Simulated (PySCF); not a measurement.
**C$_{2}$H$_{8}$Si, SMILES `C[SiH2]C`: what the electrons do**

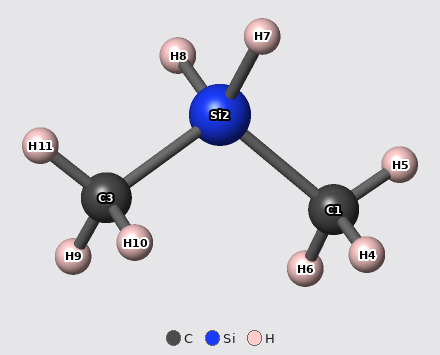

The molecule, with its atoms numbered as below. No frequency check shows the geometry to be a minimum.

Geometry (Å), atoms numbered from 1:

```
C1      -1.5493    0.5266    0.0019
Si2      0.0000   -0.5714    0.0000
C3       1.5492    0.5266   -0.0020
H4      -1.5810    1.1682    0.8782
H5      -2.4543   -0.0734   -0.0089
H6      -1.5833    1.1680   -0.8743
H7       0.0006   -1.4231    1.1976
H8      -0.0007   -1.4232   -1.1975
H9       1.5809    1.1682   -0.8783
H10      1.5830    1.1684    0.8742
H11      2.4542   -0.0733    0.0089
```

Part 1: Bonding charge

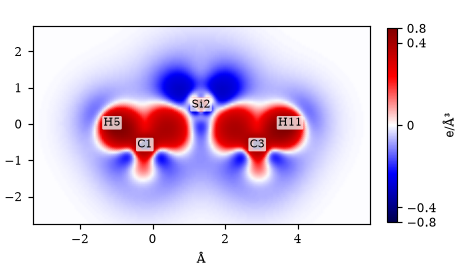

Deformation density (molecule less spherical, spin-averaged free atoms) in the plane of C1, Si2, C3, H5 and H11; colour scale in e/Å³, logarithmic beyond ±0.1; red: gain, blue: loss.

PySCF calculation, PBE0/def2-TZVP, gas phase; geometry: GFN2-xTB.

Question: How much density has each bond in this plane gained at its critical point, relative to the free atoms?

Answer: C3–H11 and C1–H5: +0.68 e/Å³ at the bond critical point (bond length 1.09 Å, Mayer order 1.0). Si2–C3 and C1–Si2: +0.18 e/Å³ at the bond critical point (bond length 1.90 Å, Mayer order 1.0). In all, 2.4 electrons gather in the regions of gain relative to the promolecule.

Question: Where do the Hirshfeld charges lie?

Answer: The highest Hirshfeld charge is on Si2 (+0.34 e), the lowest on C1 and C3 (−0.22 e).

| atom | charge (e) |
| --- | --- |
| C1 | −0.22 |
| Si2 | +0.34 |
| C3 | −0.22 |
| H4 | +0.04 |
| H5 | +0.04 |
| H6 | +0.04 |
| H7 | −0.09 |
| H8 | −0.09 |
| H9 | +0.04 |
| H10 | +0.04 |
| H11 | +0.04 |

Part 2: Bond critical points

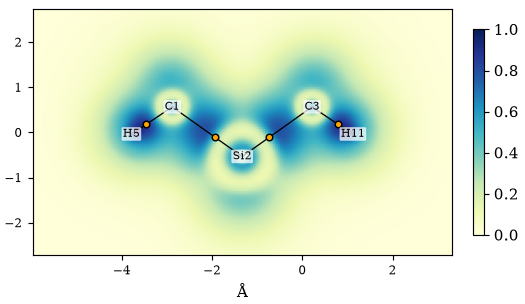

Localised orbital locator (LOL) in the plane of C1, Si2, C3, H5 and H11, with bond paths and bond critical points (dots).

Question: What values does LOL take at the bond critical points in this plane?

Answer: C3–H11 and C1–H5: about 0.88; Si2–C3 and C1–Si2: about 0.42. Values above 0.5 mark slow, localised electrons, as in shared pairs; low values at a critical point mark a polar or closed-shell contact whose critical point lies between the shells.

Question: Where along C3–H11 does the critical point lie?

Answer: 0.69 Å from C3 and 0.39 Å from H11.

Part 3: Electrostatic potential

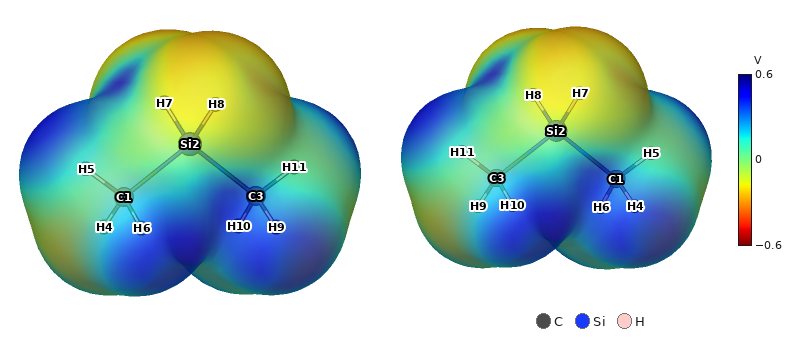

Electrostatic potential on the surface of electron density 0.001 a.u. (back view left, front view right).

Question: Where are the extremes of the potential on the surface?

Answer: Highest: 0.52 V, 1.4 Å from H9, and at like points elsewhere. Lowest: −0.27 V, 1.5 Å from H8, and at like points elsewhere. Further minima include −0.16 V, near H10 (1.87 Å), H9 (1.87 Å), H11 (1.90 Å) and C3 (1.98 Å), and at like points elsewhere. The surface is sampled at points, so like sites can differ by a few per cent and only the strongest of them is named.

Part 4: In an electric field

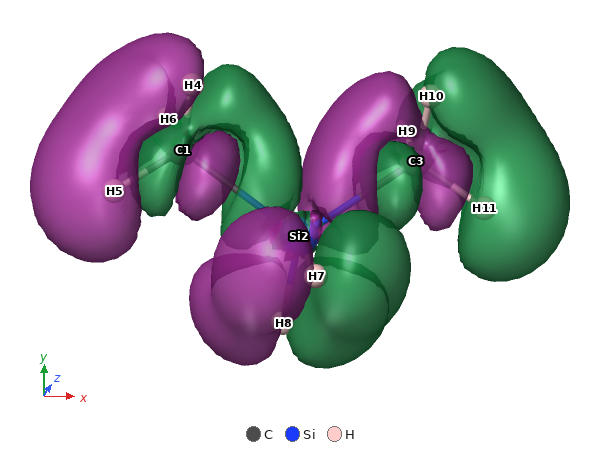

Change of the electron density in a uniform field of 0.21 V/Å, surfaces at ±0.001 e/Å³ (green: gain, purple: loss).

PySCF calculation, PBE0/def2-TZVP, gas phase; geometry: GFN2-xTB. A basis without diffuse functions makes polarisabilities too small.

The field was applied in both directions; the picture shows the one opposite to the script's first.

Question: Along which Cartesian direction does the field point?

Answer: Along −x: electrons gather on the +x side, against the field.

Question: What dipole is induced, and what polarisability does it imply?

Answer: The induced dipole is 0.58 D (along the field); α along this axis, from the fields in both directions, is 57 bohr³ (8.5 Å³).

Part 5: Removing or adding an electron

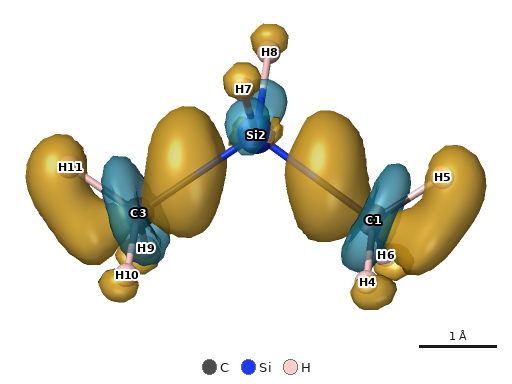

Fukui function f⁻ = ρ(N) − ρ(N−1) at fixed geometry, surfaces at ±0.04 e/Å³ (yellow positive, teal negative).

Question: On which atoms does the density change most on removal of an electron?

Answer: f⁻ (Hirshfeld-condensed) is largest on Si2 (0.17) and C1 and C3 (0.15 each); the vertical ionisation energy is 10.82 eV (the stability of the cation's solution wasn't checked). Condensed values hint at sites of electrophilic attack but needn't mark the atom that reacts. Shares this close don't rank the sites. Orbital relaxation makes it negative in places (0.22 e in all).
